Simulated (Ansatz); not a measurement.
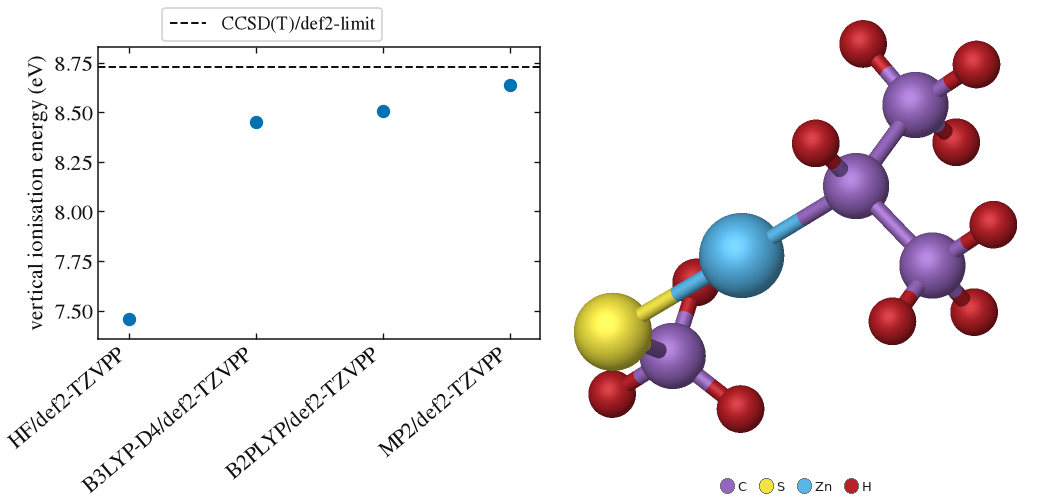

Vertical ionisation energy of C₄H₁₀SZn, SMILES C[S][Zn][CH](C)C, singlet, taken as the energy of the cation less that of the neutral at fixed geometry (unrestricted doublet cation, cores frozen in correlated methods, no spin-orbit coupling), the Ansatz code, at a PBE0-D4/def2-TZVP geometry (a minimum by its frequencies). Choice of cores on heavy atoms: Zn/Cu 3s3p. Limit means an estimate of the basis limit from triple and quadruple zeta; for coupled cluster it is either extrapolated directly or built as the MP2 limit plus the step from MP2 in triple zeta. B2PLYP/def2-TZVPP holds a correlation term that converges slowly with the basis, so part of the distance to the limit is basis error. The distance of MP2/def2-TZVPP to the limit includes basis error.

Which level comes closest to the line (CCSD(T)/def2-limit), and which misses most?

Answer. Closest MP2/def2-TZVPP (8.64 eV), against 8.73 eV; farthest HF/def2-TZVPP (7.46 eV).

What range do the values span, the line included?

Answer. From 7.46 eV (HF/def2-TZVPP) to 8.73 eV (CCSD(T)/def2-limit).

Caveats, for all or some of the runs: no scalar relativity up to krypton; one conformer of a flexible molecule.
